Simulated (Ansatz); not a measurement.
# Cu2Se (charge +1, quartet): what the fields show

Input file:

```
crystal:
  periodic: [false, false, false]
  atoms:
    - {symbol: Cu, position_ang: [-0.747197, -0.567396, -0.962579]}
    - {symbol: Cu, position_ang: [0.979605, -0.744095, 0.541754]}
    - {symbol: Se, position_ang: [-0.232398, 1.311491, 0.420816]}
basis:
  gaussian: {orbitals: def2-TZVP, initial_orbitals: start.molden}
total_charge: 1
magnetization: {spin_polarized: true, initial_magnetization: 3}
hamiltonian: {xc: pbe0, dispersion: d4}
scf: {omitted_lower_state_checks: [starts]}
output: {orbitals: {seedname: orbitals}}
```

Launched as:

```sh
ansatz run in.yaml --threads 4 --pin off --events-out ev --progress --plain --max-ram 3916MiB
```

Geometry: r2SCAN-D4/def2-TZVP.

Level of theory: Ansatz 0.2.0, UKS PBE0-D4/def2-TZVP.

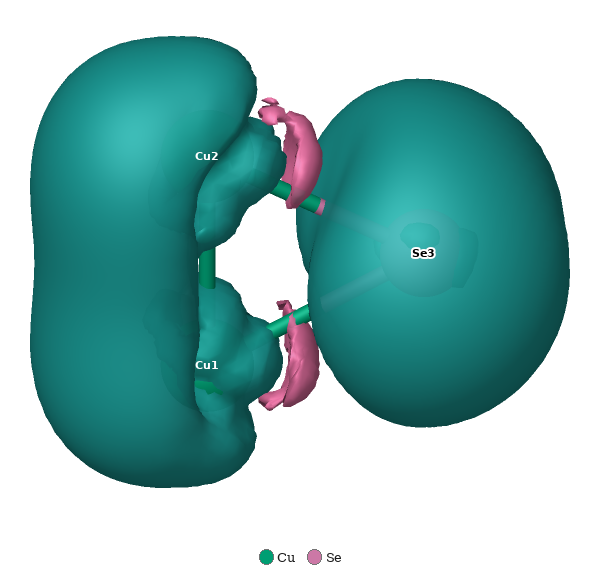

Figure 1. Isosurfaces of the spin density at +0.02 (teal) and −0.02 e/Å³ (pink), seen at a tilt.

Question: Describe the spin distribution.

Answer: The unpaired spin (3 electrons) lies mostly on Se3 (about 1.6), Cu1 (about 0.7) and Cu2 (about 0.7), in electrons by Hirshfeld's partition.

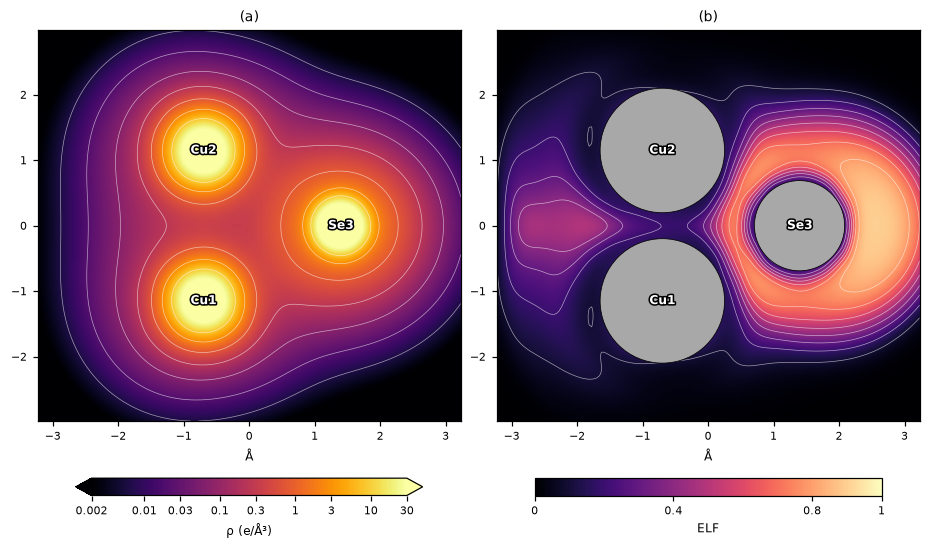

Figure 2. (a) total electron density; (b) ELF on the molecular plane. Grey discs cover the atomic cores in the ELF map.

Question: Read the bonding off the picture.

Answer:
- The section cuts through Cu and Se sites.
- Cu–Cu (2.30 Å): ρ is about 0.38 e/Å³ halfway; the ELF is about 0.20 at the midpoint.
- Cu–Se (2.39 Å): the density is about 0.49 e/Å³ at the midpoint; the ELF peaks at about 0.70 in the valence shell of Se, 1.0 Å from its nucleus, and is about 0.50 at the midpoint.

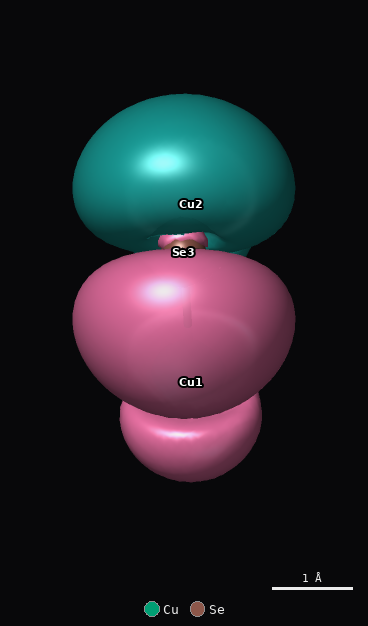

Figure 3. The HOMO−1 (α) at ±0.08 Å⁻³ᐟ² (teal and pink are the two phases), seen at an oblique angle.

Question: Where does this orbital lie, and at what energy?

Answer: It lies mainly on Se3 (about 55 %), Cu1 (about 20 %) and Cu2 (about 20 %); it is symmetric in the molecular plane (an in-plane orbital: σ, lone-pair or in-plane π type). Its energy is −14.02 eV.
